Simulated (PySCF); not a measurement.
Geometry relaxation of C2H7Al

System: C2H7Al, SMILES C[CH2][AlH2].
Method: PBE0-D3(BJ)/def2-SVP geometry optimisation, gas phase (PySCF 2.14.0).

It belongs to a series of runs on one base structure; here: H on Al replaced by C2H5.

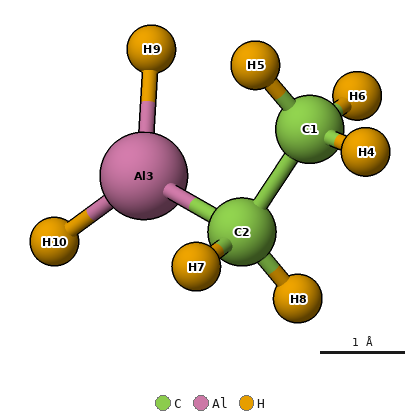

**Figure 1.** The structure as given in the input (ball-and-stick view, seen at a tilt; atoms are numbered from 1 in the order of the input). Sticks mark near contacts. Bond lengths as drawn: Al–C 1.98 Å, Al–H 1.55 to 1.58 Å, C–C 1.54 Å and C–H 1.06 to 1.10 Å.

## Results in brief

| quantity | value |
| --- | --- |
| outcome | converged |
| total energy | −322.481428 hartree |
| dipole moment | 0.74 D |
| point group | Cs |
| hardware | 1 CPU thread, shared host |
| wall time | 9.7 s |
| peak memory | 0.34 GiB |

## Input
```
{"job": {"xc": "PBE0", "basis": "def2-SVP", "d3": "d3bj", "grid": 1, "shake": 0.01, "kind": "geom"}, "charge": 0, "multiplicity": 1}
C     -1.095120    -0.086180     0.549940
C     -0.260190     0.317350    -0.677770
Al     1.600300    -0.171790    -0.188670
H     -2.137590     0.160080     0.379950
H     -0.787520     0.477080     1.421190
H     -1.018710    -1.120230     0.762590
H     -0.391400     1.387650    -0.895310
H     -0.626780    -0.195940    -1.567380
H      1.875260    -0.822550     1.222460
H      2.892190     0.033600    -1.028050
```

The first line tells a small driver script what to run in PySCF; the rest is the geometry in Å.

Launch command:
```bash
OMP_NUM_THREADS=1 python <driver script> task.json out
```

## The program's output
```
step   0  E = -322.47507282  max force = 0.029848
step   1  E = -322.48034276  max force = 0.004725
step   2  E = -322.48095761  max force = 0.004607
step   3  E = -322.48136165  max force = 0.001767
step   4  E = -322.48141492  max force = 0.000782
step   5  E = -322.48142774  max force = 0.000355
optimisation converged
```

## Trajectory as extended XYZ (Å, eV, eV/Å), 6 frames, from step=0 to step=5
```
10
Properties=species:S:1:pos:R:3:forces:R:3 step=0 energy=-8774.99369
C    -1.0951   -0.0862    0.5499   -0.0926   1.5349  -1.1317
C    -0.2602    0.3174   -0.6778    0.4584  -0.2485   0.8099
Al    1.6003   -0.1718   -0.1887   -0.3255   0.1603  -0.1323
H    -2.1376    0.1601    0.3800   -0.7051  -0.0225   0.0431
H    -0.7875    0.4771    1.4212    0.2028   0.1976   0.6574
H    -1.0187   -1.1202    0.7626    0.0841  -1.5301   0.4092
H    -0.3914    1.3877   -0.8953    0.1297   0.1527  -0.0059
H    -0.6268   -0.1959   -1.5674   -0.0212  -0.2727  -0.4209
H     1.8753   -0.8226    1.2225   -0.1351  -0.1187   0.2611
H     2.8922    0.0336   -1.0280    0.4045   0.1471  -0.4899
10
Properties=species:S:1:pos:R:3:forces:R:3 step=1 energy=-8775.13709
C    -1.1585   -0.0678    0.5513    0.0033   0.1686  -0.2299
C    -0.2252    0.2892   -0.6153    0.0045  -0.1635   0.2430
Al    1.6539   -0.1686   -0.2099   -0.0524   0.0362   0.0499
H    -2.2047    0.1923    0.3287   -0.0931  -0.0642  -0.0168
H    -0.8919    0.4892    1.4604    0.0536  -0.0511   0.1400
H    -1.1241   -1.1416    0.7926   -0.0148   0.0114   0.0585
H    -0.3162    1.3665   -0.8465    0.0712  -0.0124  -0.0903
H    -0.5589   -0.2351   -1.5302    0.0817   0.0602  -0.0618
H     1.9705   -0.8293    1.2036   -0.0259  -0.0441   0.0671
H     2.9053    0.0843   -1.1557   -0.0281   0.0589  -0.1596
10
Properties=species:S:1:pos:R:3:forces:R:3 step=2 energy=-8775.15382
C    -1.1747   -0.0612    0.5500   -0.0384   0.1309  -0.1530
C    -0.2156    0.2822   -0.5988   -0.0336  -0.1035   0.2369
Al    1.6567   -0.1694   -0.1946    0.0909  -0.0145   0.0177
H    -2.2200    0.1950    0.3083   -0.0064  -0.0290   0.0035
H    -0.9207    0.4866    1.4717    0.0192  -0.0275   0.0138
H    -1.1515   -1.1335    0.7993    0.0000  -0.0152   0.0151
H    -0.2856    1.3573   -0.8474    0.0327   0.0136  -0.0352
H    -0.5249   -0.2370   -1.5250    0.0341   0.0068  -0.0311
H     2.0164   -0.8424    1.2088   -0.0441   0.0014   0.0034
H     2.8700    0.1015   -1.1935   -0.0545   0.0369  -0.0711
10
Properties=species:S:1:pos:R:3:forces:R:3 step=3 energy=-8775.16482
C    -1.2004   -0.0525    0.5456   -0.0515  -0.0159   0.0169
C    -0.1994    0.2679   -0.5646   -0.0029   0.0089   0.0523
Al    1.6730   -0.1734   -0.1785    0.0909  -0.0311  -0.0122
H    -2.2381    0.2051    0.2716    0.0368   0.0201   0.0062
H    -0.9666    0.4857    1.4797   -0.0172   0.0124  -0.0469
H    -1.1969   -1.1242    0.8030    0.0040  -0.0094  -0.0174
H    -0.2397    1.3407   -0.8342   -0.0090   0.0191   0.0102
H    -0.4759   -0.2462   -1.5048   -0.0097  -0.0257  -0.0078
H     2.0748   -0.8534    1.2109   -0.0046   0.0170  -0.0206
H     2.8195    0.1296   -1.2498   -0.0368   0.0046   0.0194
10
Properties=species:S:1:pos:R:3:forces:R:3 step=4 energy=-8775.16627
C    -1.2116   -0.0512    0.5436   -0.0308  -0.0402   0.0299
C    -0.1939    0.2618   -0.5516    0.0174   0.0115   0.0112
Al    1.6822   -0.1779   -0.1726    0.0255  -0.0030  -0.0229
H    -2.2425    0.2137    0.2541    0.0144   0.0175   0.0010
H    -0.9882    0.4878    1.4790   -0.0106   0.0152  -0.0229
H    -1.2185   -1.1229    0.8017    0.0013   0.0024  -0.0144
H    -0.2278    1.3348   -0.8242   -0.0040   0.0031   0.0105
H    -0.4628   -0.2519   -1.4952   -0.0039  -0.0135   0.0032
H     2.1109   -0.8560    1.2079   -0.0045   0.0076  -0.0076
H     2.8024    0.1411   -1.2640   -0.0049  -0.0005   0.0120
10
Properties=species:S:1:pos:R:3:forces:R:3 step=5 energy=-8775.16661
C    -1.2173   -0.0527    0.5434   -0.0025  -0.0182   0.0084
C    -0.1907    0.2582   -0.5447    0.0090   0.0014  -0.0001
Al    1.6884   -0.1783   -0.1729   -0.0139   0.0056  -0.0049
H    -2.2436    0.2184    0.2447    0.0008   0.0057  -0.0026
H    -1.0004    0.4887    1.4784   -0.0008   0.0049  -0.0028
H    -1.2304   -1.1244    0.8005    0.0013   0.0044  -0.0057
H    -0.2233    1.3314   -0.8169   -0.0030  -0.0008   0.0017
H    -0.4567   -0.2558   -1.4894   -0.0013  -0.0010   0.0016
H     2.1242   -0.8548    1.2051    0.0060  -0.0008   0.0006
H     2.7998    0.1484   -1.2694    0.0044  -0.0013   0.0039
```

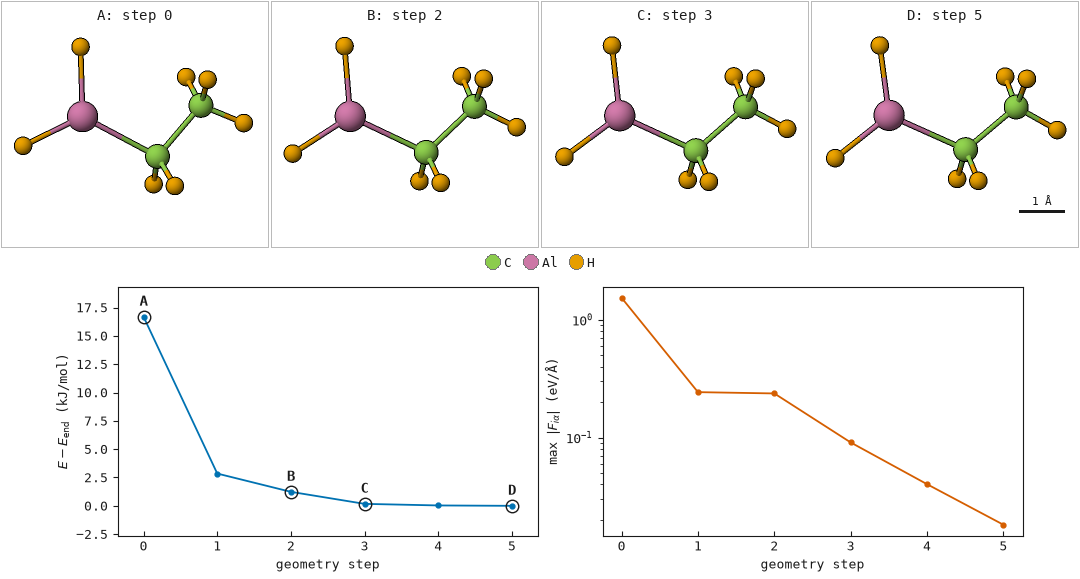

**Figure 2.** Frames of the relaxation (ball-and-stick view, seen at a tilt) above the curves, on which the letters mark them (steps are counted from 0).

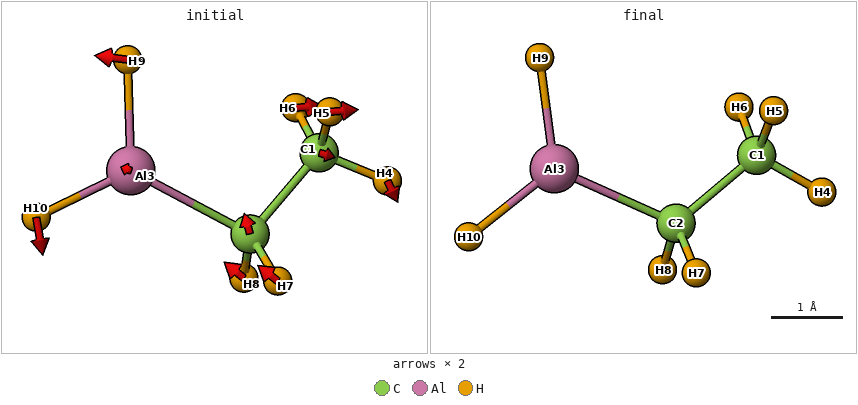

**Figure 3.** Before (left) and after (right) the relaxation, at one scale (ball-and-stick view, seen at a tilt). The red arrows give the displacements, magnified 2 times. The largest move after the best rigid fit is that of H10, 0.28 Å. Largest moves by element: H 0.28 Å, C 0.16 Å, Al 0.09 Å. Among the contacts that change: C1–H6 1.058 → 1.102 Å, Al3–H10 1.554 → 1.595 Å, C2–Al3 1.985 → 1.965 Å, C1–H4 1.085 → 1.103 Å. Among the angles that change: C1–C2–Al3 104.3° → 117.6°, C2–Al3–H10 127.8° → 119.4°, Al3–C2–H7 113.6° → 106.9°. Over 5 geometry steps the energy falls by 16.7 kJ/mol. The largest force component goes from 1.5 to 0.018 eV/Å. (Atoms are counted from 1 in the order of the input.)
